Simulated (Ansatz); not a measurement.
# BSiH5 (SMILES B[SiH3]): BCCD(T)/STO-3G

What is the vertical singlet–triplet gap of BSiH5 at BCCD(T)/STO-3G? 

The results are computed with Ansatz 0.2.0.

47 further runs of the same task are left out: 47 set aside as unsound or not needed.

## 1. Starting point

BSiH5 has 7 atoms, charge 0, and is taken as a singlet. SMILES: `B[SiH3]`. The shape is that of a PBE0-D4/def2-TZVP optimisation.

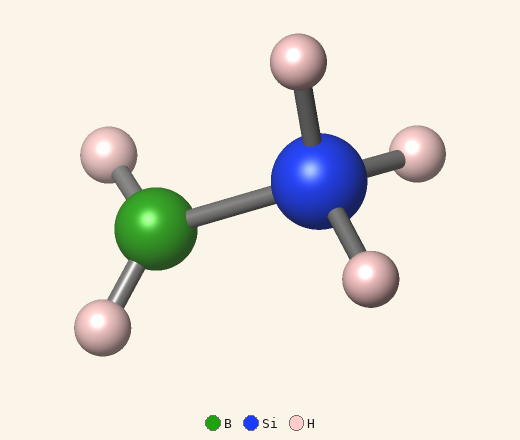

Viewed from a chosen angle; boron green, silicon blue, hydrogen pink.

## 2. The energy at BCCD(T)/STO-3G

input.yaml

```yaml
crystal:
  periodic: [false, false, false]
  atoms:
    - {symbol: B, position_ang: [-0.043200, -1.189000, 0.204300]}
    - {symbol: Si, position_ang: [0.089100, 0.785300, -0.148500]}
    - {symbol: H, position_ang: [-1.126000, -1.690600, 0.290100]}
    - {symbol: H, position_ang: [0.906400, -1.902500, 0.335400]}
    - {symbol: H, position_ang: [-0.616000, 1.093400, -1.427200]}
    - {symbol: H, position_ang: [-0.623600, 1.516700, 0.939600]}
    - {symbol: H, position_ang: [1.474500, 1.318800, -0.239500]}
basis:
  gaussian: {orbitals: STO-3G}
total_charge: 0
correlation: {method: bccd_t, frozen_orbitals: {B: 1, H: 0, Si: 5}}
accuracy: high
scf: {omitted_lower_state_checks: [cluster_reference, increment]}
```

The run is started by

```sh
$ ansatz run input.yaml --threads 1 --pin off --max-ram 2610MiB --events-out events.jsonl --progress --plain --runs-dir runs
```

What it wrote (excerpt; [...] marks lines left out):

```text
Warning: RAYON_NUM_THREADS=1 ignored (pool sized by the plan → 1); use --threads N
Functional definition: HF
  name "HF"
[...]
334 factors; integrals over basis functions are off by at most 1.3e-8 eV
[...]
mean field -8512.87781859 eV, -312.8424895974 hartree, gradient 2.9e-8 eV, S^2 0.000000; 0 other end points of the search recorded, 0 dependent functions left out
6 core orbitals not correlated: weight in the atoms' cores, before any rotation towards them, 1.000 or more for the frozen orbitals, at most 0.000 for the correlated occupied ones
reference -8512.87781859 eV, -312.8424895974 hartree; 6, 6 occupied and 7, 7 virtual orbitals, 334 factors
second order -2.05144123 eV of doubles, -0.00000000 eV of singles
cycle   1  -2.66402025 eV  change   -6.1e-1 eV  update   6.3e-2
[...]
cycle  18  -2.98465351 eV  change  -7.8e-10 eV  update  6.4e-10
perturbative correction -0.02322170 eV, -0.0008533816 hartree
Total energy: -8515.88569380 eV, -312.9530269726 hartree
Checks for a lower state left out: cluster_reference, increment
```

It took 0.14 s on 1 thread of Arm Neoverse V2, shared host.

## 3. The triplet

job.yaml

```yaml
crystal:
  periodic: [false, false, false]
  atoms:
    - {symbol: B, position_ang: [-0.043200, -1.189000, 0.204300]}
    - {symbol: Si, position_ang: [0.089100, 0.785300, -0.148500]}
    - {symbol: H, position_ang: [-1.126000, -1.690600, 0.290100]}
    - {symbol: H, position_ang: [0.906400, -1.902500, 0.335400]}
    - {symbol: H, position_ang: [-0.616000, 1.093400, -1.427200]}
    - {symbol: H, position_ang: [-0.623600, 1.516700, 0.939600]}
    - {symbol: H, position_ang: [1.474500, 1.318800, -0.239500]}
basis:
  gaussian: {orbitals: STO-3G}
total_charge: 0
scf: {omitted_lower_state_checks: [cluster_reference, increment]}
accuracy: high
correlation: {method: bccd_t, frozen_orbitals: {B: 1, H: 0, Si: 5}}
magnetization: {spin_polarized: true, initial_magnetization: 2}
```

The run is started by

```sh
$ ansatz run job.yaml --threads 1 --pin off --max-ram 2610MiB --events-out events.jsonl --progress --plain --runs-dir runs
```

What it wrote (excerpt; [...] marks lines left out):

```text
Warning: RAYON_NUM_THREADS=1 ignored (pool sized by the plan → 1); use --threads N
Functional definition: HF
  name "HF"
[...]
334 factors; integrals over basis functions are off by at most 1.3e-8 eV
[...]
mean field -8508.08874853 eV, -312.6664945187 hartree, gradient 1.2e-8 eV, S^2 2.008795; 0 other end points of the search recorded, 0 dependent functions left out
6 core orbitals not correlated: weight in the atoms' cores, before any rotation towards them, 1.000 or more for the frozen orbitals, at most 0.000 for the correlated occupied ones
reference -8508.08874853 eV, -312.6664945187 hartree; 7, 5 occupied and 6, 8 virtual orbitals, 334 factors
second order -1.84744790 eV of doubles, -0.00000000 eV of singles
cycle   1  -2.44936982 eV  change   -6.0e-1 eV  update   6.6e-2
[...]
cycle  25  -2.81400501 eV  change  -1.6e-10 eV  update  4.8e-10
perturbative correction -0.02703900 eV, -0.0009936649 hartree
Total energy: -8510.92979254 eV, -312.7709009605 hartree
Checks for a lower state left out: cluster_reference, increment
```

It took 0.26 s on 1 thread of Arm Neoverse V2, shared host.

## 4. Results

Level: BCCD(T)/STO-3G, 6 core orbitals frozen.

| quantity | value |
| --- | --- |
| singlet: total energy | -312.95303 Eh |
| singlet: correlation energy (6 core orbitals frozen) | -110.5 mEh |
| singlet: (T) correction | -0.85 mEh |
| triplet: total energy | -312.77090 Eh |
| triplet: correlation energy (6 core orbitals frozen) | -104.4 mEh |
| triplet: (T) correction | -0.99 mEh |
| triplet: ⟨S²⟩ of the reference determinant | 2.009 |
| vertical energy of the triplet above the singlet | 4.956 eV |

In words: At this shape the triplet lies 4.96 eV (478 kJ/mol) above the singlet. In a minimal basis such a difference can be off by several eV, whatever the method. The triples (singlet) make up 0.8 % of the correlation energy. The triples (triplet) make up 1.0 % of the correlation energy.
